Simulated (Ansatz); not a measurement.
# BH5OSSi (SMILES BO[SiH2]S): what the fields show

```tsv
atom	x (Å)	y (Å)	z (Å)
B	-0.5592	1.6282	0.6626
O	0.2884	0.8122	0.0019
Si	0.5037	-0.8273	0.0737
S	-0.5112	-1.8304	-1.4969
H	-1.2965	1.1784	1.5007
H	-0.5428	2.7951	0.3920
H	1.9624	-1.0453	-0.0200
H	-0.0776	-1.3677	1.3246
H	0.3213	-1.3893	-2.4556
```

Geometry: PBE0-D4/def2-TZVP.

The calculation used RKS PBE0-D4/def2-TZVPP (Ansatz).

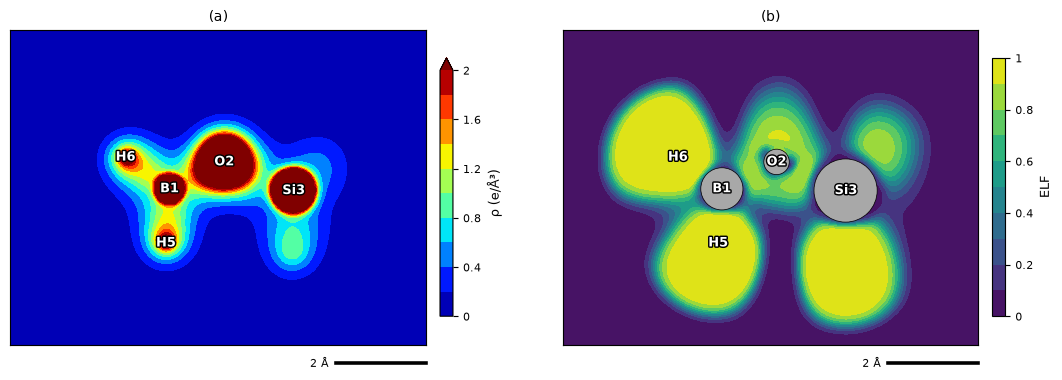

Figure 1. (a) total electron density; (b) ELF on the plane of atoms O2, B1 and H6. Grey discs cover the atomic cores in the ELF map.

> Describe what can be read from this map.

Atoms in the plane: B, O, Si and H. B–O (1.35 Å): ρ is about 2.1 e/Å³ halfway; the ELF peaks at about 0.90 between the atoms: a short, strongly polar bond. Si–O (1.66 Å): ρ is about 1.1 e/Å³ halfway; the ELF peaks at about 0.85 between the atoms, as expected for a shared but strongly polarised pair. B–H (1.20 Å): the density is about 1.3 e/Å³ at the midpoint; the ELF climbs to about 1 towards the hydrogen, as it does in any bond to H (a covalent bond by its length). The ELF also peaks beside O2, away from the bonds: lone-pair regions.

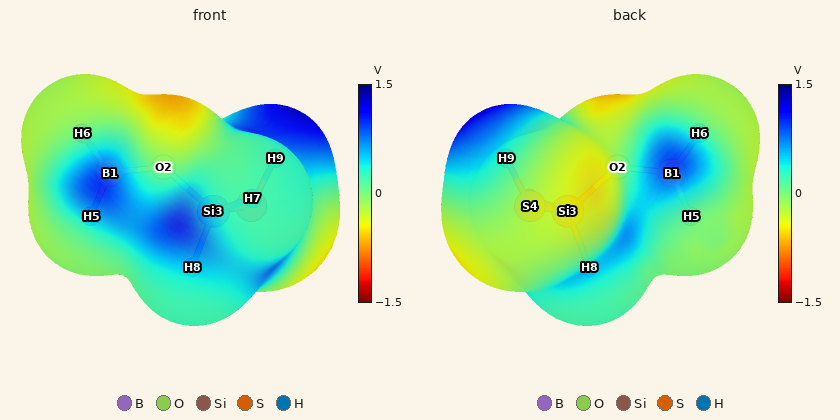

Figure 2. The electrostatic potential painted on the density surface at 0.001 e/bohr³, seen from the front and from behind; the colour scale runs from red (negative) to blue (positive).

> Describe the electrostatic potential map.

The most negative region (about −0.7 V) lies over O2, the most positive (about +1.2 V) over H9.

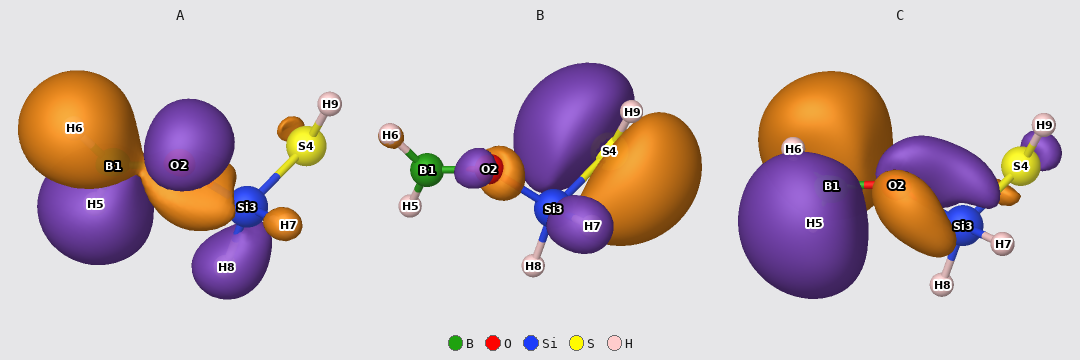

Figure 3. Three frontier orbitals at ±0.08 Å⁻³ᐟ² (orange and purple are the two phases), in no order.

> Order the three orbitals by energy and name them.

A is the HOMO−1 (−8.59 eV). By Hirshfeld shares it lies mainly on O2 (about 30 %), B1 (about 25 %), H5 (about 20 %) and H6 (about 15 %). B is the HOMO (−7.91 eV). It lies mainly on S4 (about 80 %); largely a lone pair of S4. C is the LUMO (−0.77 eV). Its weight (Hirshfeld) is mainly on B1 (about 65 %), O2 (about 10 %), H6 (about 10 %) and H5 (about 10 %).

> What is the HOMO–LUMO gap?

7.14 eV between the orbital energies.
